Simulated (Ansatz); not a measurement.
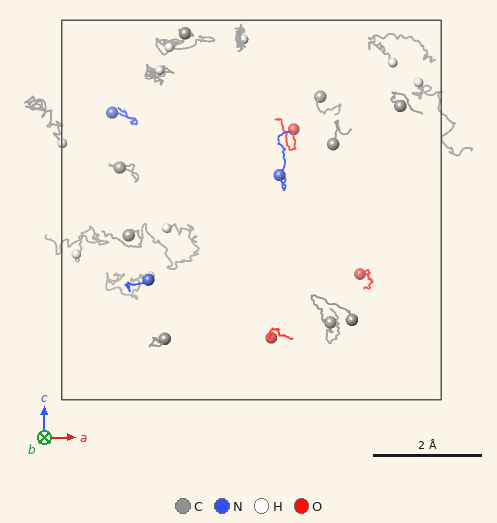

First-principles dynamics of a periodic cell with 3 CH3CN + 3 CO at 0.989 g/cm³, 225 fs long. Lines trace each atom's path, in the colour of its element; spheres stand at the starting positions. Seen along the b axis in the simulation cell.

All numbers below come from DFT PBE-D3(BJ), scalar-relativistic, plane waves, PAW in Ansatz. Set-up: plane-wave cutoff 420 eV; k-point mesh 1 × 1 × 1; Fermi-Dirac smearing 0.05 eV; low-accuracy preset; Langevin thermostat (NVT); set temperature 350 K; time step 0.75 fs; friction 0.02 per fs.

The input:
```yaml
accuracy: low
crystal:
  lattice:
    - [7.03385, 0.0, 0.0]
    - [0.0, 7.03385, 0.0]
    - [0.0, 0.0, 7.03385]
  atoms:
    - { symbol: C, position: [0.32473759, 0.14828998, 0.96587021] }
    - { symbol: C, position: [0.27119055, 0.10538594, 1.16011002] }
    - { symbol: "N", position: [0.22801509, 0.07100645, 1.31600609] }
    - { symbol: H, position: [0.2576535, 0.04617361, 0.8680593] }
    - { symbol: H, position: [0.28313625, 0.29402382, 0.92887048] }
    - { symbol: H, position: [0.47923419, 0.13724717, 0.94972468] }
    - { symbol: C, position: [0.17600169, 0.57759312, 0.43327481] }
    - { symbol: C, position: [0.15230491, 0.67708084, 0.61191263] }
    - { symbol: "N", position: [0.13247965, 0.75426571, 0.75667989] }
    - { symbol: H, position: [0.23173037, 0.67652095, 0.32599566] }
    - { symbol: H, position: [0.27639037, 0.45933101, 0.45199795] }
    - { symbol: H, position: [0.03833277, 0.52300748, 0.38327561] }
    - { symbol: C, position: [0.8924603, 0.28880129, 0.77421859] }
    - { symbol: C, position: [0.71519503, 0.31963563, 0.67357729] }
    - { symbol: "N", position: [0.57370187, 0.34518533, 0.59209322] }
    - { symbol: H, position: [0.87248888, 0.18415252, 0.88844229] }
    - { symbol: H, position: [1.00130241, 0.23534851, 0.67555998] }
    - { symbol: H, position: [0.94043901, 0.424183, 0.83612722] }
    - { symbol: O, position: [0.78599789, -0.0925228, 0.33115114] }
    - { symbol: C, position: [0.76475704, 0.01316611, 0.21018945] }
    - { symbol: O, position: [0.61110532, 0.87539515, 0.71288814] }
    - { symbol: C, position: [0.68126154, 0.75772652, 0.79894135] }
    - { symbol: O, position: [0.55223095, 0.51077192, 0.16285235] }
    - { symbol: C, position: [0.70801225, 0.49370569, 0.20366805] }
basis:
  ecutwfc: 420.0
kpoints:
  mp_grid: { grid: [1, 1, 1] }
hamiltonian:
  xc: pbe
  dispersion: d3bj
scf:
  occupations: { method: fermi_dirac, width: 0.05 }
  lower_state_search: "off"
md:
  timestep: 0.75
  n_steps: 300
  ensemble: nvt_langevin
  temperature: 350.0
  initial_velocities: maxwell_boltzmann
  seed: 252297
  friction: 0.02
```

Launched with:
```bash
ansatz run input.yaml --threads 1 --pin off --max-ram 3072MiB --backend cpu --events-out ev --progress --plain --runs-dir out
```

Question: What do the traces tell about the motion?

Answer: In the second half of the run the atoms are, in the root-mean-square, this far from where they began (common drift taken out): H 0.86 Å, N 0.47 Å, C 0.41 Å, O 0.37 Å. The heavy atoms stay within a fraction of a molecule's size of their starting places, while the hydrogen atoms travel further, as molecules turn; so short a run doesn't tell a liquid from a solid. The mean temperature in the second half is 338 K (standard deviation 65 K). The potential energy in the second half lies on average 40.6 meV per atom above the first frame.

Limits of the set-up: the program's low-accuracy preset was used; the periodic images lie only 7.0 Å apart, so the values are limited by the cell's size.
